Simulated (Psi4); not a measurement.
# CH2FNSi (SMILES FC1=N[SiH2]1) at HSE06/6-311+G(d,p)

What is the vertical ionisation energy of CH2FNSi at HSE06/6-311+G**? 

The results are computed with Psi4 1.11.

1 further run of the same task is left out (set aside as unsound or not needed).

## Step 1: The structure to begin with

CH2FNSi has 6 atoms, charge 0, and is taken as a singlet. As SMILES, `FC1=N[SiH2]1`. The coordinates come from a PBE0-D4/def2-TZVP relaxation.

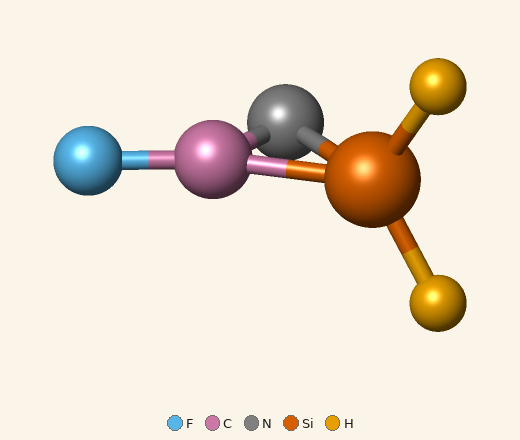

Viewed from a chosen angle; fluorine blue, carbon pink, nitrogen grey, silicon orange, hydrogen amber.

## Step 2: Energy and forces at HSE06/6-311+G(d,p)

File ch2fnsi.inp:

```
memory 1600 mb

molecule molecule1 {
  F      1.423100    -1.608300     0.851500
  C      0.513000    -0.815400     0.333600
  N     -0.624100    -1.110900    -0.124500
  Si    -0.284400     0.654600    -0.233900
  H      0.001700     1.243400    -1.557500
  H     -0.987300     1.572700     0.684600
  symmetry c1
  no_reorient
  no_com
}

set basis 6-311+G**
set reference rks
set puream true
set e_convergence 1e-09
set d_convergence 1e-08
set scf_type pk
set dft_radial_points 99
set dft_spherical_points 590

result, w = gradient('hse06', return_wfn=True)
oeprop(w, 'MAYER_INDICES', 'WIBERG_LOWDIN_INDICES', 'MULLIKEN_CHARGES')
```

Launch:

```bash
$ psi4 -n 1 ch2fnsi.inp ch2fnsi.out
```

ch2fnsi.out, shortened:

```text
[...]
  Running in c1 symmetry.
[...]
  Nuclear repulsion =  147.154559357075527
[...]
  Multiplicity = 1
[...]
  Nalpha       = 19
  Nbeta        = 19
[...]
    Number of basis functions: 108
[...]
   @RKS iter   1:  -482.81595694803360   -3.03946e-04   7.42201e-03 ADIIS/DIIS
[...]
   @RKS iter  12:  -483.09865973688846   -1.90425e-11   4.15131e-09 DIIS
[...]
    Orbital Energies [Eh]
    ---------------------
    Doubly Occupied:
       1A    -66.278400     2A    -24.799778     3A    -14.383641
       4A    -10.338360     5A     -5.358966     6A     -3.694180
       7A     -3.693083     8A     -3.691148     9A     -1.284499
      10A     -0.971747    11A     -0.631030    12A     -0.573487
      13A     -0.507794    14A     -0.490172    15A     -0.454207
      16A     -0.403492    17A     -0.377102    18A     -0.331073
      19A     -0.266789
[...]
  @RKS Final Energy:  -483.09865973688846
   => Energetics <=
    Nuclear Repulsion Energy =            147.1545593570755273
    One-Electron Energy =                -959.0515728594784832
    Two-Electron Energy =                 362.8240470185320419
    DFT Exchange-Correlation Energy =     -34.0256932530175362
    Empirical Dispersion Energy =           0.0000000000000000
    VV10 Nonlocal Energy =                  0.0000000000000000
    Total Energy =                       -483.0986597368884645
[...]
 Multipole Moments:
 ------------------------------------------------------------------------------------
     Multipole            Electronic (a.u.)      Nuclear  (a.u.)        Total (a.u.)
 ------------------------------------------------------------------------------------
 L = 1.  Multiply by 2.5417464519 to convert [e a0] to [Debye]
 Dipole X            :        -12.3570774           12.3777061            0.0206287
 Dipole Y            :         29.8207698          -28.6537283            1.1670416
 Dipole Z            :         -8.9421123            8.7798566           -0.1622558
 Magnitude           :                                                    1.1784475
[...]
  -Total Gradient:
     Atom            X                  Y                   Z
    ------   -----------------  -----------------  -----------------
       1       -0.003513725887     0.002447549400    -0.001906298721
       2        0.003324032804     0.000054691186     0.001448391449
       3        0.000185171947     0.004308575009    -0.000549427620
       4       -0.000021300530    -0.006515132684     0.000936008910
       5       -0.000208971458    -0.000077080049     0.000584590005
       6        0.000262946015    -0.000223009330    -0.000500207309
[...]
  Mulliken Charges: (a.u.)
   Center  Symbol    Alpha    Beta     Spin     Total
       1     F     4.54198  4.54198  0.00000 -0.08395
       2     C     3.01931  3.01931  0.00000 -0.03861
       3     N     3.65837  3.65837  0.00000 -0.31673
       4    SI     6.69792  6.69792  0.00000  0.60416
       5     H     0.54122  0.54122  0.00000 -0.08243
       6     H     0.54121  0.54121  0.00000 -0.08243
   Total alpha = 19.00000, Total beta = 19.00000, Total charge =  0.00000
  Mayer Bond Indices:
[...]
```

It took 66 s on 1 thread of Intel Xeon Platinum 8488C (Sapphire Rapids), shared host; peak memory 0.71 GiB.

## Step 3: The doublet cation: a single-point energy at UHSE06/6-311+G(d,p)

File run.py:

```python
import psi4

psi4.set_memory('1600 MB')
psi4.set_num_threads(1)
psi4.set_output_file('output.dat', False)

m = psi4.geometry("""
1 2
F      1.423100    -1.608300     0.851500
C      0.513000    -0.815400     0.333600
N     -0.624100    -1.110900    -0.124500
Si    -0.284400     0.654600    -0.233900
H      0.001700     1.243400    -1.557500
H     -0.987300     1.572700     0.684600
symmetry c1
no_reorient
no_com
""")

options = {'basis': '6-311+G**', 'reference': 'uks', 'puream': True, 'e_convergence': 1e-09, 'd_convergence': 1e-08, 'scf_type': 'pk', 'dft_radial_points': 99, 'dft_spherical_points': 590, 'maxiter': 200}
psi4.set_options(options)

e, wfn = psi4.energy('hse06', return_wfn=True)
psi4.oeprop(wfn, 'WIBERG_LOWDIN_INDICES', 'LOWDIN_CHARGES', 'MAYER_INDICES')
print(f'hse06 energy: {e:.10f} Eh')
for k, v in sorted(psi4.core.scalar_variables().items()):
    print(f'{k:45s} {v:18.10f}')
```

Launch:

```bash
$ python run.py
```

output.dat, shortened:

```text
[...]
  Running in c1 symmetry.
[...]
  Nuclear repulsion =  147.154559357075527
[...]
  Multiplicity = 2
[...]
  Nalpha       = 19
  Nbeta        = 18
[...]
    Number of basis functions: 108
[...]
   @UKS iter   1:  -482.60334259525695    2.12310e-01   5.33482e-03 ADIIS/DIIS
[...]
   @UKS iter  15:  -482.73401470489512   -3.29692e-12   5.93126e-09 DIIS
[...]
   @S^2 Observed:                7.561856372E-01
[...]
    Orbital Energies [Eh]
    ---------------------
    Alpha Occupied:
       1A    -66.552291     2A    -25.060004     3A    -14.713084
       4A    -10.635084     5A     -5.631137     6A     -3.970070
       7A     -3.964535     8A     -3.960317     9A     -1.539141
      10A     -1.279014    11A     -0.889323    12A     -0.858429
      13A     -0.760789    14A     -0.754188    15A     -0.729784
      16A     -0.654739    17A     -0.649160    18A     -0.582682
      19A     -0.580359
    Alpha Virtual:
      20A     -0.310811    21A     -0.291924    22A     -0.208276
      23A     -0.185911    24A     -0.162474    25A     -0.125318
[...]
  @UKS Final Energy:  -482.73401470489512
   => Energetics <=
    Nuclear Repulsion Energy =            147.1545593570755273
    One-Electron Energy =                -948.8012183413197818
    Two-Electron Energy =                 352.6751770287243630
    DFT Exchange-Correlation Energy =     -33.7625327493751968
    Empirical Dispersion Energy =           0.0000000000000000
    VV10 Nonlocal Energy =                  0.0000000000000000
    Total Energy =                       -482.7340147048951167
[...]
 Multipole Moments:
 ------------------------------------------------------------------------------------
     Multipole            Electronic (a.u.)      Nuclear  (a.u.)        Total (a.u.)
 ------------------------------------------------------------------------------------
 L = 1.  Multiply by 2.5417464519 to convert [e a0] to [Debye]
 Dipole X            :        -12.4281017           12.3777061           -0.0503956
 Dipole Y            :         29.1798503          -28.6537283            0.5261220
 Dipole Z            :         -8.9026584            8.7798566           -0.1228019
 Magnitude           :                                                    0.5426089
[...]
```

On the terminal:

```text
hse06 energy: -482.7340147049 Eh
CURRENT ENERGY                                   -482.7340147049
CURRENT REFERENCE ENERGY                         -482.7340147049
DD SOLVATION ENERGY                                 0.0000000000
DFT FUNCTIONAL TOTAL ENERGY                      -482.7340147049
DFT TOTAL ENERGY                                 -482.7340147049
DFT VV10 ENERGY                                     0.0000000000
DFT XC ENERGY                                     -33.7625327494
GRID ELECTRONS ALPHA                               19.0000000254
GRID ELECTRONS BETA                                18.0000000139
GRID ELECTRONS TOTAL                               37.0000000392
NUCLEAR REPULSION ENERGY                          147.1545593571
ONE-ELECTRON ENERGY                              -948.8012183413
PCM POLARIZATION ENERGY                             0.0000000000
PE ENERGY                                           0.0000000000
SCF ITERATION ENERGY                             -482.7340147049
SCF ITERATIONS                                     15.0000000000
SCF TOTAL ENERGY                                 -482.7340147049
TWO-ELECTRON ENERGY                               352.6751770287
XC GRID RADIAL POINTS                              99.0000000000
XC GRID SPHERICAL POINTS                          590.0000000000
XC GRID TOTAL POINTS                           338812.0000000000
```

Run time: 81 s. Hardware: 1 thread of Intel Xeon Platinum 8488C (Sapphire Rapids), shared host; peak memory 0.72 GiB.

## Step 4: What came out

Level: HSE06/6-311+G**.

| quantity | value |
| --- | --- |
| singlet CH2FNSi: total energy | -483.09866 Eh |
| singlet CH2FNSi: dipole moment | 3.00 D |
| singlet CH2FNSi: HOMO energy | -7.26 eV |
| singlet CH2FNSi: LUMO energy | -1.62 eV |
| singlet CH2FNSi: HOMO–LUMO gap | 5.64 eV |
| singlet CH2FNSi: largest force on an atom | 0.338 eV/Å |
| doublet cation: total energy | -482.73401 Eh |
| doublet cation: HOMO energy (highest over α and β) | -15.69 eV |
| doublet cation: LUMO energy (lowest over α and β) | -12.58 eV |
| doublet cation: ⟨S²⟩ | 0.756 |
| vertical ionisation energy (to the doublet cation) | 9.922 eV |

Removing an electron at fixed nuclei costs 9.92 eV (229 kcal/mol). The largest force (singlet CH2FNSi) is 0.34 eV/Å: the shape isn't a stationary point for this species at this level. −ε(HOMO) before ionisation, 7.26 eV, is 2.66 eV below this ionisation energy. Mulliken charges (singlet CH2FNSi) run from -0.32 on N3 to +0.60 on Si4; in a basis this large or diffuse they mean little.
